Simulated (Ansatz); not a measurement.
Cs$_{2}$Ag$_{2}$Sn

```cif
data_structure
_symmetry_space_group_name_H-M 'P 1'
_symmetry_Int_Tables_number 1
_cell_length_a 7.7151
_cell_length_b 14.6230
_cell_length_c 6.9369
_cell_angle_alpha 90.000
_cell_angle_beta 90.000
_cell_angle_gamma 90.000
_cell_volume 782.60
loop_
_atom_site_label
_atom_site_type_symbol
_atom_site_fract_x
_atom_site_fract_y
_atom_site_fract_z
_atom_site_occupancy
Cs1 Cs 0.66000 0.64710 0.00000 1
Cs2 Cs 0.16000 0.14710 0.50000 1
Cs3 Cs 0.84000 0.85290 0.50000 1
Cs4 Cs 0.34000 0.35290 0.00000 1
Cs5 Cs 0.34000 0.64710 0.50000 1
Cs6 Cs 0.84000 0.14710 0.00000 1
Cs7 Cs 0.66000 0.35290 0.50000 1
Cs8 Cs 0.16000 0.85290 0.00000 1
Sn1 Sn 0.00000 0.50000 0.75000 1
Sn2 Sn 0.50000 0.00000 0.25000 1
Sn3 Sn 0.50000 0.00000 0.75000 1
Sn4 Sn 0.00000 0.50000 0.25000 1
Ag1 Ag 0.67480 0.90180 0.00000 1
Ag2 Ag 0.17480 0.40180 0.50000 1
Ag3 Ag 0.82520 0.59820 0.50000 1
Ag4 Ag 0.32520 0.09820 0.00000 1
Ag5 Ag 0.32520 0.90180 0.50000 1
Ag6 Ag 0.82520 0.40180 0.00000 1
Ag7 Ag 0.67480 0.09820 0.50000 1
Ag8 Ag 0.17480 0.59820 0.00000 1
```

Space group Ibam; built by placing these elements on a known structure type; not relaxed (largest force 0.8 eV/Å); computed pressure about 4 GPa in this cell.

Computed with DFT, PAW plane waves, r2SCAN (Ansatz 0.2.0).

> Predict the electron localisation function between the atoms.

Cs–Ag (3.73 Å): the ELF is about 0.05 at the midpoint; no localised pair shows between them.

> What Bader charges does the calculation give?

Electrons move from Cs towards Ag. Bader charges: Cs +0.65, Sn +0.09 and Ag −0.69 e.

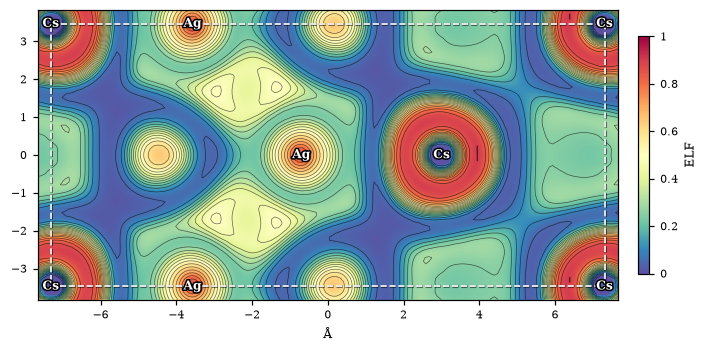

Computed electron localisation function on the (100) plane of the conventional cell. 

In a PAW calculation such maps are meaningful between the atoms, not at the nuclei.
